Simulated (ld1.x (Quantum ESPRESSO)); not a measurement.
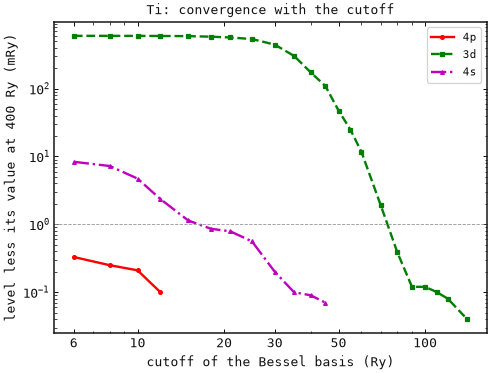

The pseudo-atom Hamiltonian at the reference potential is diagonalised in spherical Bessel functions (20 bohr box) up to the cutoff. Curves: distance of each valence level from its value at 400 Ry.

Titanium, norm-conserving Troullier–Martins (Kleinman–Bylander form), made with ld1.x (Quantum ESPRESSO) 7.5 (PBE, scalar-relativistic). Core [Ar], reference 3d2 4s1 4p0 (charge +1). Waves: 4p (bound, empty): rc 2.90 bohr; 3d (bound): rc 1.65 bohr; 4f channel at -0.2 Ry: rc 2.30 bohr; 4s (bound): rc 2.25 bohr. Local part: the s channel. Core correction: a·sin(br)/r model core, default radius (core density twice the valence density).

> At which cutoff does each level come within 1 mRy for good?

4p: 6 Ry or less; 3d: 80 Ry; 4s: 18 Ry.

> Which occupied shell is the hardest?

3d: its level needs 80 Ry to come within 1 mRy, against 18 Ry for 4s.

> From which cutoff is the occupation-weighted sum of levels good to 10 mRy, and to 1 mRy?

70 Ry and 80 Ry, on the ladder of cutoffs that was run.
